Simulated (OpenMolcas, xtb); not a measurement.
# CH2AlN (SMILES N#[C][AlH2]): methods side by side

CH2AlN: 5 atoms, total charge 0, spin state singlet. As SMILES, `N#[C][AlH2]`. The coordinates come from a PBE0-D4/def2-TZVP relaxation.

Quantity: the vertical ionisation energy (to the doublet cation), in eV. The values are calculated.

```json
{"level": "GFN1-xTB", "kind": "semi-empirical", "program": "xtb", "value (eV)": "15.80", "less CCSD(T)/aug-cc-pVDZ": "+3.88", "CPU time (all runs)": "under 2 s"}
{"level": "HF/aug-cc-pVDZ", "kind": "Hartree–Fock", "program": "OpenMolcas", "value (eV)": "11.41", "less CCSD(T)/aug-cc-pVDZ": "-0.51", "CPU time (all runs)": "26 s"}
{"level": "SVWN5/aug-cc-pVDZ", "kind": "LDA", "program": "OpenMolcas", "value (eV)": "11.87", "less CCSD(T)/aug-cc-pVDZ": "-0.05", "CPU time (all runs)": "93 s"}
{"level": "BLYP/aug-cc-pVDZ", "kind": "GGA", "program": "OpenMolcas", "value (eV)": "11.66", "less CCSD(T)/aug-cc-pVDZ": "-0.26", "CPU time (all runs)": "2.3 min"}
{"level": "revPBE/aug-cc-pVDZ", "kind": "GGA", "program": "OpenMolcas", "value (eV)": "11.10", "less CCSD(T)/aug-cc-pVDZ": "-0.82", "CPU time (all runs)": "2.1 min"}
{"level": "r2SCAN/aug-cc-pVDZ", "kind": "meta-GGA", "program": "OpenMolcas", "value (eV)": "11.28", "less CCSD(T)/aug-cc-pVDZ": "-0.64", "CPU time (all runs)": "2.7 min"}
{"level": "BHLYP/aug-cc-pVDZ", "kind": "global hybrid", "program": "OpenMolcas", "value (eV)": "11.72", "less CCSD(T)/aug-cc-pVDZ": "-0.20", "CPU time (all runs)": "89 s"}
{"level": "CCSD(T)/aug-cc-pVDZ, open shells restricted", "kind": "coupled cluster or CI", "program": "OpenMolcas", "value (eV)": "11.92", "less CCSD(T)/aug-cc-pVDZ": "0.00", "CPU time (all runs)": "2.2 min"}
```

Differences are taken from CCSD(T)/aug-cc-pVDZ, open shells restricted for orientation; it has basis-set and higher-order errors of its own. The values span 11.10 to 15.80 eV. The xTB values lack the empirical shift that such differences need. Spin contamination of the reference (⟨S²⟩ at least 0.1 too high) touches HF/aug-cc-pVDZ. Times are those of the runs behind each value, whatever else they computed, on shared processors of several kinds: orders of magnitude only.

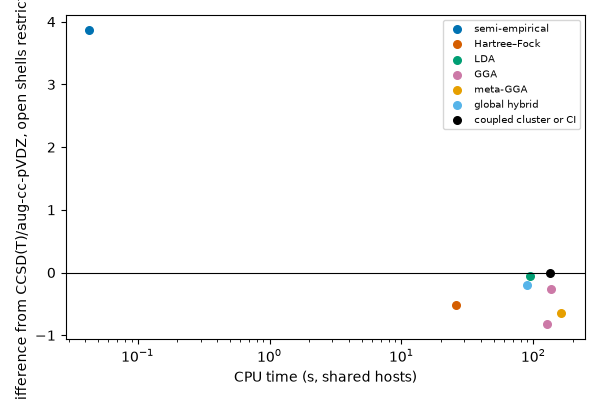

Difference from CCSD(T)/aug-cc-pVDZ, open shells restricted against processor time, one point a level.
